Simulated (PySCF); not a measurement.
Molecule: SMILES C([SiH2][SiH2][Si](F)(F)F)#C (C2H5F3Si3). Atoms near the plane z = 0.0 Å, at the GFN2-xTB optimised geometry (x, y, z in Å): Si4 (1.0, -1.8, 0.0), Si5 (-1.3, -1.8, 0.0), F8 (-1.9, -0.4, 0.0), H12 (1.5, -3.2, -0.1).

Method: CAM-B3LYP/def2-TZVP (PySCF 2.14.0). Cells within 0.4 Å of a nucleus heavier than hydrogen are left out (blank, or x). The values are rescaled to run from 0 to 1.

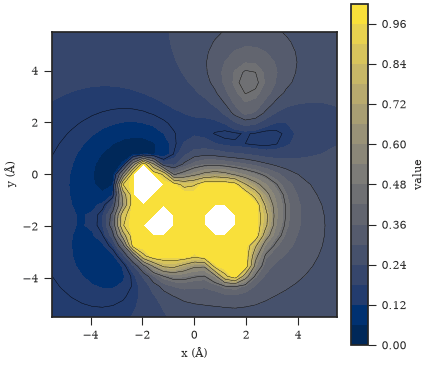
a field on the plane z = 0.0 Å.

Question: Which quantity is mapped?
A) an orbital amplitude
B) electrostatic potential
C) Laplacian of the electron density
D) deformation density (molecule minus spherical neutral atoms)

Answer: B, electrostatic potential. In full: electrostatic potential (hartree/e), clipped to [-0.08, 0.12].
